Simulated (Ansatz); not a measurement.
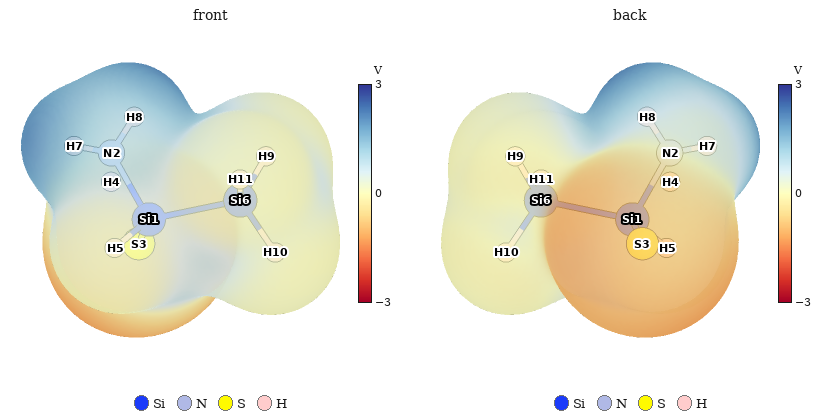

*H6NSSi2···H. The electrostatic potential painted on the density surface at 0.001 e/bohr³, seen from the front and from behind; red is negative and blue positive.*

A transition-state structure; geometry: PBE0-D4/def2-TZVP.

Method: RKS PBE0-D4/def2-TZVPP in Ansatz 0.2.0.

```xyz
11

Si   -0.3384    0.2811   -0.7018
N     1.3412    0.9370   -0.3301
S     0.4197   -0.7425   -2.3276
H     1.4783    0.2002   -1.4403
H    -1.1826    1.4877   -0.9361
Si   -1.1369   -0.9574    1.1183
H     1.4916    1.9373   -0.4002
H     1.8321    0.5698    0.4769
H    -0.0505   -1.8555    1.5974
H    -2.3000   -1.7808    0.6974
H    -1.5544   -0.0769    2.2460
```

Describe the electrostatic potential map.

Answer. The most negative region (about −1.2 V) lies over S3, the most positive (about +2.1 V) over H7 and H8.
